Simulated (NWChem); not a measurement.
# One shape, several levels: CH5BClNO (SMILES NB(Cl)CO)

Wanted: a comparison of 3 runs (HF/STO-3G, HF/3-21G, B3LYP/6-31G*) of CH5BClNO. 

The calculation is run with NWChem 7.3.0.

## Step 1: Starting point

The species is CH5BClNO (10 atoms), meant as a singlet with charge 0. SMILES: `NB(Cl)CO`. The shape is that of a PBE0-D4/def2-TZVP optimisation. This is a higher conformer, about 10 kJ/mol above the lowest found by a separate search.

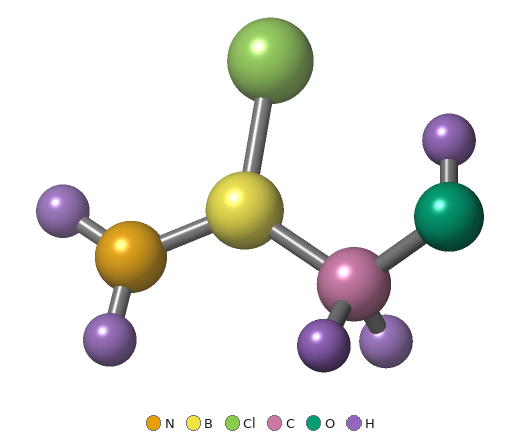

The structure, seen from a chosen angle (nitrogen amber, boron yellow, chlorine green, carbon pink, oxygen teal, hydrogen purple).

## Step 2: Energy and gradient at HF/STO-3G (run 1)

Contents of ch5bclno.xyz:

```xyz
10
CH5BClNO
N     -1.481300     0.770100     0.263800
B     -0.131200     0.458300     0.272600
Cl     0.978400     1.531400     1.166200
C      0.484800    -0.764800    -0.509200
O      1.724500    -1.243900    -0.030200
H     -1.860400     1.585400     0.713900
H     -2.164100     0.196600    -0.201200
H     -0.217400    -1.606600    -0.495200
H      0.570000    -0.469000    -1.570200
H      2.179800    -0.508700     0.392200
```

Contents of ch5bclno.nw:

```
START ch5bclno
TITLE "CH5BClNO"
memory 2200 mb
GEOMETRY noautosym nocenter noautoz
  load ch5bclno.xyz
END
BASIS spherical bse
  N library STO-3G
  B library STO-3G
  Cl library STO-3G
  C library STO-3G
  O library STO-3G
  H library STO-3G
END
SCF
  thresh 1e-08
  maxiter 80
END
TASK scf gradient
```

The run is started by

```sh
nwchem ch5bclno.nw > ch5bclno.out
```

The log of the run:

```text
[...]
  functions       =    34
[...]
  wavefunction    = RHF
[...]
         Total SCF energy =   -646.937726880367
      One-electron energy =  -1309.361670316446
      Two-electron energy =    453.367543216611
 Nuclear repulsion energy =    209.056400219469
        Time for solution =      1.5s
[...]
                         RHF ENERGY GRADIENTS
    atom               coordinates                        gradient
                 x          y          z           x          y          z
   1 N      -2.799251   1.455278   0.498510   -0.030903   0.007261  -0.000299
   2 B      -0.247932   0.866061   0.515139    0.026385  -0.005362   0.001813
   3 Cl      1.848908   2.893926   2.203798   -0.007205  -0.008186  -0.006538
   4 C       0.916139  -1.445262  -0.962248    0.012479  -0.002807   0.012825
   5 O       3.258832  -2.350630  -0.057070   -0.007311   0.044317   0.007408
   6 H      -3.515646   2.995972   1.349075    0.007196  -0.010982  -0.006799
   7 H      -4.089556   0.371520  -0.380213    0.010747   0.006880   0.006764
   8 H      -0.410826  -3.036034  -0.935792   -0.001062  -0.001553   0.000108
   9 H       1.077144  -0.886281  -2.967248    0.000483   0.000696  -0.003438
  10 H       4.119225  -0.961304   0.741151   -0.010810  -0.030264  -0.011845
[...]
```

It took 2.8 s on 1 thread of Intel Xeon 6975P-C (Granite Rapids), shared host; peak memory 0.094 GiB.

## Step 3: Energy and forces at HF/3-21G (run 2)

ch5bclno.xyz is that of step 2.

Contents of ch5bclno.nw:

```
START ch5bclno
TITLE "CH5BClNO"
memory stack 880 mb heap 220 mb global 1100 mb

GEOMETRY units angstrom noautosym nocenter noautoz
  load ch5bclno.xyz
END

BASIS spherical bse
  * library 3-21G
END

SCF
  thresh 1e-08
  maxiter 80
END

TASK scf gradient
```

The run is started by

```sh
nwchem ch5bclno.nw > ch5bclno.out
```

The log of the run:

```text
[...]
  functions       =    59
[...]
  wavefunction    = RHF
[...]
         Total SCF energy =   -651.077766406933
      One-electron energy =  -1312.341634441936
      Two-electron energy =    452.207467815534
 Nuclear repulsion energy =    209.056400219469
        Time for solution =      2.0s
[...]
                         RHF ENERGY GRADIENTS
    atom               coordinates                        gradient
                 x          y          z           x          y          z
   1 N      -2.799251   1.455278   0.498510    0.010067  -0.002857   0.001221
   2 B      -0.247932   0.866061   0.515139    0.012359   0.014350   0.008231
   3 Cl      1.848908   2.893926   2.203798   -0.015244  -0.015720  -0.012225
   4 C       0.916139  -1.445262  -0.962248    0.025107   0.001414   0.020114
   5 O       3.258832  -2.350630  -0.057070   -0.014839   0.002838  -0.009030
   6 H      -3.515646   2.995972   1.349075   -0.001196   0.003343   0.001338
   7 H      -4.089556   0.371520  -0.380213   -0.002865  -0.002075  -0.001700
   8 H      -0.410826  -3.036034  -0.935792   -0.004122  -0.005636   0.000100
   9 H       1.077144  -0.886281  -2.967248    0.000807   0.002033  -0.005904
  10 H       4.119225  -0.961304   0.741151   -0.010075   0.002309  -0.002145
[...]
```

It took 3.6 s on 1 thread of Intel Xeon 6975P-C (Granite Rapids), shared host; peak memory 0.094 GiB.

## Step 4: Energy and forces at B3LYP/6-31G(d) (Cartesian functions) (run 3)

ch5bclno.xyz is that of step 3.

Contents of run.py:

```python
from ase.io import read
from ase.calculators.nwchem import NWChem

molecule = read('ch5bclno.xyz')

calc = NWChem(
    label='ch5bclno',
    theory='dft',
    memory='2200 mb',
    basis='6-31G*',
    dft={'xc': 'b3lyp', 'mult': '1', 'grid': 'xfine', 'convergence': 'energy 1e-08', 'iterations': '100', 'mulliken': None},
)
molecule.calc = calc

forces = molecule.get_forces()
print("Total energy (eV):", round(molecule.get_potential_energy(), 6))
print("forces (eV/A):")
for s, f in zip(molecule.symbols, forces):
    print(f"{s:2s} {f[0]:10.5f} {f[1]:10.5f} {f[2]:10.5f}")
print("dipole (e A):", molecule.get_dipole_moment().round(4))
```

The run is started by

```sh
export ASE_NWCHEM_COMMAND="nwchem PREFIX.nwi > PREFIX.nwo"
python run.py
```

The log of the run:

```text
Total energy (eV): -17856.522924
forces (eV/A):
N    -0.00550    0.01723    0.00026
B    -0.08819   -0.15020   -0.06202
Cl    0.24369    0.32710    0.23022
C    -0.12156    0.06459   -0.12521
O     0.14871   -0.52085   -0.01877
H    -0.12691    0.19952    0.11318
H    -0.19124   -0.13128   -0.11390
H    -0.05384   -0.09251   -0.02124
H    -0.01635    0.01250   -0.13920
H     0.21119    0.27387    0.13668
dipole (e A): [-0.6972  0.2333 -0.1225]
```

The calculator wrote ch5bclno.nwi:

```
title "ch5bclno"

permanent_dir ch5bclno

scratch_dir ch5bclno

start ch5bclno

geometry units angstrom nocenter noautosym noautoz
  N  -1.4813000000000001e+00 7.7010000000000001e-01 2.6379999999999998e-01
  B  -1.3120000000000001e-01 4.5829999999999999e-01 2.7260000000000001e-01
  Cl 9.7840000000000005e-01 1.5314000000000001e+00 1.1661999999999999e+00
  C  4.8480000000000001e-01 -7.6480000000000004e-01 -5.0919999999999999e-01
  O  1.7244999999999999e+00 -1.2439000000000000e+00 -3.0200000000000001e-02
  H  -1.8604000000000001e+00 1.5853999999999999e+00 7.1389999999999998e-01
  H  -2.1640999999999999e+00 1.9660000000000000e-01 -2.0119999999999999e-01
  H  -2.1740000000000001e-01 -1.6066000000000000e+00 -4.9519999999999997e-01
  H  5.6999999999999995e-01 -4.6899999999999997e-01 -1.5702000000000000e+00
  H  2.1798000000000002e+00 -5.0870000000000004e-01 3.9219999999999999e-01
end

memory 2200 mb

basis noprint
   * library 6-31G*
end

dft
  xc b3lyp
  mult 1
  grid xfine
  convergence energy 1e-08
  iterations 100
  mulliken
end

task dft gradient
```

ch5bclno.nwo:

```text
Northwest Computational Chemistry Package (NWChem) 7.3.0
             --------------------------------------------------------

           Job information
           ---------------

    nwchem branch   = 7.3.0
    use scalapack   = T
    input           = ch5bclno.nwi
    prefix          = ch5bclno.
    data base       = ch5bclno/ch5bclno.db
    status          = startup
    nproc           =        1

           Memory information
           ------------------

[... 5 lines left out ...]
    hardfail = no
[... 111 lines left out ...]
  convergence criterion.
[... 45 lines left out ...]
          Spatial weights used:  Erf1
[... 32 lines left out ...]
 1-e energy   =   -1312.789614
[... 48 lines left out ...]
           Coulomb energy =      506.939292054819
[... 691 lines left out ...]
          Convergence on density requested:  1.00D-05
[... 31 lines left out ...]
          total energy or number of iterations.
[... 36 lines left out ...]
                 ----------------------------------------
                 |  Time  |  1-e(secs)   |  2-e(secs)   |
                 ----------------------------------------
                 |  CPU   |       0.01   |       5.33   |
                 ----------------------------------------
                 |  WALL  |       0.01   |       5.33   |
                 ----------------------------------------

 Task  times  cpu:       38.9s     wall:       38.9s
 Total times  cpu:       38.9s     wall:       38.9s
```

Wall time 40 s (1 thread of Intel Xeon 6975P-C (Granite Rapids), shared host); peak memory 0.15 GiB.

## Step 5: All runs side by side

```csv
run,level,Cartesian functions,iteration cap,energy (Eh),dipole moment (D),HOMO energy (eV),LUMO energy (eV),wall time
1,HF/STO-3G,no,80,-646.937727,3.60,-9.23,7.91,2.8 s
2,HF/3-21G,no,80,-651.077766,4.29,-11.43,4.50,3.6 s
3,B3LYP/6-31G* (Cartesian functions),yes,100,-656.215119,3.58,-6.87,0.46,40 s
```

## Step 6: Results

| quantity | value |
| --- | --- |
| run 3: total energy | -656.21512 Eh |
| run 3: dipole moment | 3.58 D |
| run 3: HOMO energy | -6.87 eV |
| run 3: LUMO energy | 0.46 eV |
| run 3: HOMO–LUMO gap | 7.33 eV |
| run 3: largest force on an atom | 0.542 eV/Å |

What this shows: The dipole moment (its size) runs from 3.58 D (B3LYP/6-31G*) to 4.29 D (HF/3-21G). The two ends differ in method and basis. The HOMO–LUMO gap runs from 7.33 eV (B3LYP/6-31G*) to 17.15 eV (HF/STO-3G). In run 1 the basis is minimal, so the values are rough. All runs together took 46 s, the longest 40 s.
